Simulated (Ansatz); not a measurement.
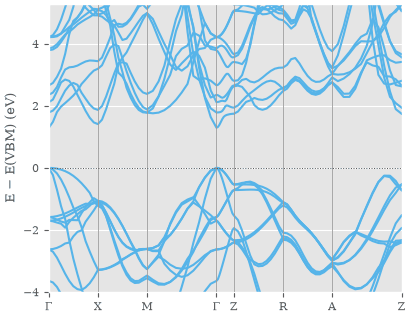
Fig. 1. Band structure from the program Ansatz at the r²SCAN level (PAW)

Question: Read off the gap and where the band edges lie.

Answer: About 1.3 eV (1.29 eV by a search for the band edges); maximum at Γ, minimum at Γ.

Question: Pick the material that matches.
A. AlGa3As4, P-4m2 (Pearson symbol tP8)
B. AlGaAs2, P-4m2 (Pearson symbol tP8)
C. BaTiO3, P4mm (Ba on 1b, Ti on 1a, O on 2c, O on 1a)
D. BP, P4_2/mnm (B on 4f, P on 4g)

Answer: A, AlGa3As4, P-4m2 (Pearson symbol tP8)

The start of the workflow was typed in or built on a structure type; neither database checked (COD, Materials Project) lists it. Its standing as an ambient phase is unchecked. The cell was relaxed with r²SCAN under the symmetry of its start; whether a distortion lowers the energy is not shown. Spin–orbit coupling is left out wherever it is not named.

Potentials: the earlier of the program's two PAW sets.
